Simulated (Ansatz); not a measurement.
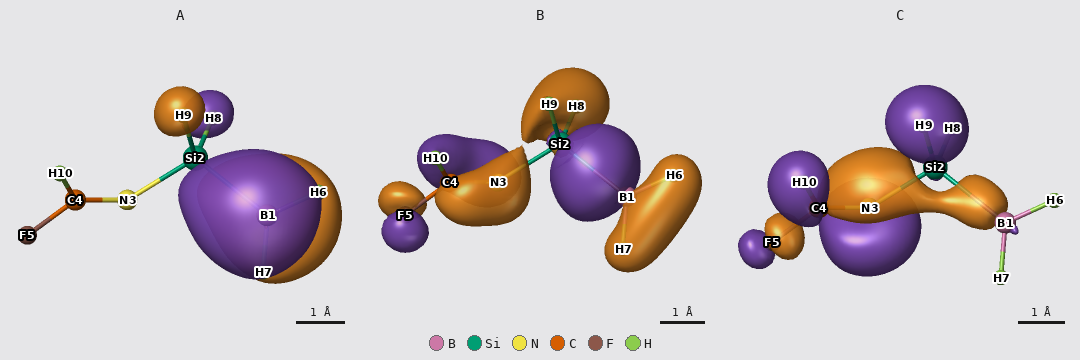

Figure. CH₅BFNSi. Three frontier orbitals at ±0.1 Å⁻³ᐟ² (orange and purple are the two phases), in no order.

All numbers below come from UKS B3LYP-D4/def2-SVP in Ansatz.

```
atom    x (Å)    y (Å)    z (Å)
   B  -1.9990  -0.1020  -0.6431
  Si  -0.4372  -0.3347   0.6034
   N   1.0912  -0.4402  -0.2559
   C   2.0678   0.3230  -0.1839
   F   3.1722   0.1315  -0.9189
   H  -3.1140  -0.0883  -0.1805
   H  -1.8791   0.0347  -1.8341
   H  -0.5924  -1.6012   1.3797
   H  -0.4312   0.8015   1.5930
   H   2.2046   1.2246   0.4431
```

**Order the three orbitals by energy and name them.**

B is the HOMO−1 (−8.08 eV). Its weight (Hirshfeld) is mainly on B1 (about 25 %), Si2 (about 25 %), N3 (about 15 %), C4 (about 10 %), H8 (about 10 %) and F5 (about 5 %). C is the HOMO (−7.57 eV). Its weight (Hirshfeld) is mainly on N3 (about 55 %), Si2 (about 10 %), C4 (about 10 %) and H9 (about 10 %). A is the LUMO (−2.72 eV). By Hirshfeld shares it lies mainly on B1 (about 65 %), H7 (about 5 %) and H6 (about 5 %).

**What is the HOMO–LUMO gap?**

4.85 eV between the orbital energies.
